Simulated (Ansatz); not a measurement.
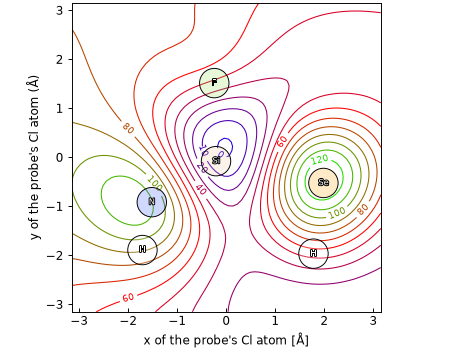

Energy landscape of FH₂NSeSi (SMILES N=[Si](F)[SeH]) with the probe Cl-. The probe is moved over a plane parallel to the molecule's main plane, 2.70 Å above it. Coordinates scanned: (1) x of the probe's Cl atom; (2) y of the probe's Cl atom. Nothing is relaxed (molecule and probe rigid). The scan uses a 15 × 15 grid. Energies are in kJ/mol, from the lowest grid point. These are results of Ansatz, RHF/def2-SVPD, not measurements.

Drawn: contour lines labelled in kJ/mol, labelled circles for the molecule's atoms, projected on the plane. Between grid points the surface is interpolated. 

Where are the wells?

The lowest grid point is at x of the probe's Cl atom = 0.00 Å, y of the probe's Cl atom = 0.00 Å [nearest 1 Si at 2.71 Å]. The energy also falls towards the edge at x of the probe's Cl atom = 1.80 Å, y of the probe's Cl atom = −3.15 Å [nearest 1 H at 2.95 Å] (22 kJ/mol above the lowest), where a further well may lie outside the range. The highest grid point, x of the probe's Cl atom = 1.80 Å, y of the probe's Cl atom = −0.45 Å [nearest 1 Se at 2.71 Å], lies 128 kJ/mol above the lowest. Near the minimum the curvatures are about 0.79 and 1.3 eV/Å² along the soft and the stiff direction.

Each point was launched as `ansatz run input.yaml --threads 1 --pin off --max-ram 2560MiB --backend cpu --events-out ev --progress --plain --runs-dir out`. Time for the 225 points that were run: 44 min on 1 thread of Arm Neoverse N1, on a shared host.
